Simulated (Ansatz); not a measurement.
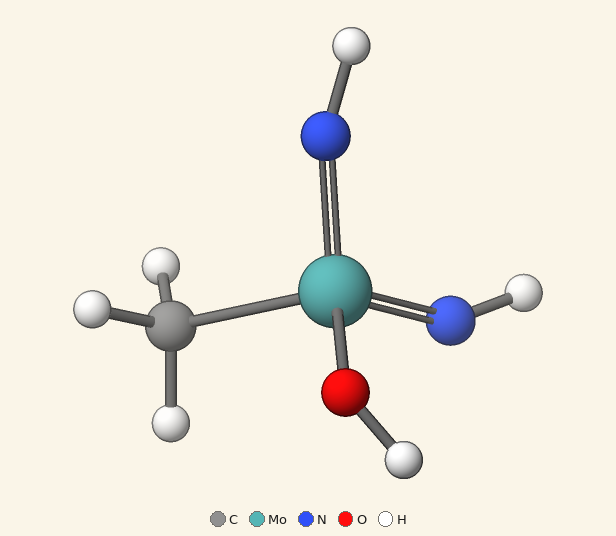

Source: calculation with Ansatz.

Ball-and-stick drawing of a structure. Double and triple bonds are drawn as two and three sticks.

Charge 0, singlet.

Question: Which formula does it have?

Answer: CH6MoN2O, 11 atoms: 1 carbon, 6 hydrogen, 1 molybdenum, 2 nitrogen and 1 oxygen.

Question: What is its SMILES?

Answer: [CH3][Mo](=[NH])(=[NH])[OH]

Question: Count the bonded pairs by element.

Answer: 3 C–H, 2 Mo–N, 2 N–H, 1 C–Mo, 1 Mo–O, 1 O–H.
